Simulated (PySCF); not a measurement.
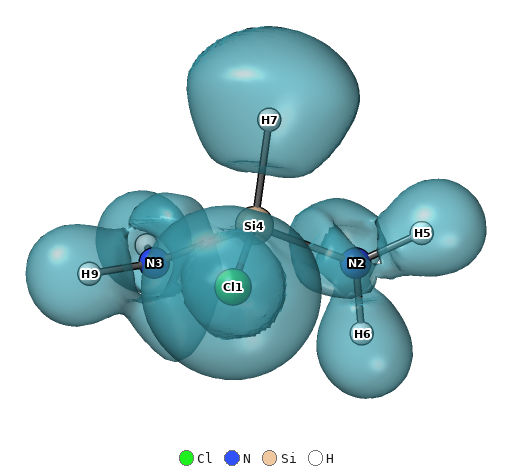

Figure 1: ClH$_{5}$N$_{2}$Si. Isosurface of the electron localisation function at 0.8 (cyan), seen from one side. Only the valence region is drawn (cores and ρ < 0.01 e/Å³ removed).

Geometry: PBE0-D3(BJ)/def2-SVP.

Theory: PySCF, Gaussian-basis quantum chemistry of an isolated molecule with PySCF, energy and nuclear gradient, functional PBE0.

```yaml
atoms:
  - { symbol: Cl, position_ang: [-3.2169, 2.9608, 1.3748] }
  - { symbol: N, position_ang: [-2.2916, -0.1398, 1.2892] }
  - { symbol: N, position_ang: [-0.5828, 1.8646, 0.4613] }
  - { symbol: Si, position_ang: [-1.7826, 1.4594, 1.6131] }
  - { symbol: H, position_ang: [-2.7957, -0.6683, 1.9917] }
  - { symbol: H, position_ang: [-2.5653, -0.4048, 0.3494] }
  - { symbol: H, position_ang: [-1.4475, 1.4907, 3.0635] }
  - { symbol: H, position_ang: [0.2315, 1.2757, 0.3339] }
  - { symbol: H, position_ang: [-0.4093, 2.8302, 0.2116] }
```

Q: Where are the electrons localised?

A: At this value the surface marks out one region around a hydrogen nucleus, one region on Cl in which the atom's valence shell and bonds are merged and two joined regions spread over several atoms (H, N), in which their bonds and any lone pairs are merged. Along the contacts the grid gives the following. Si–N (1.71 Å): the ELF peaks at about 0.90 between the atoms, as expected for a polar covalent bond. Si–Cl (2.09 Å): the ELF peaks at about 0.85 between the atoms (a polar covalent bond).
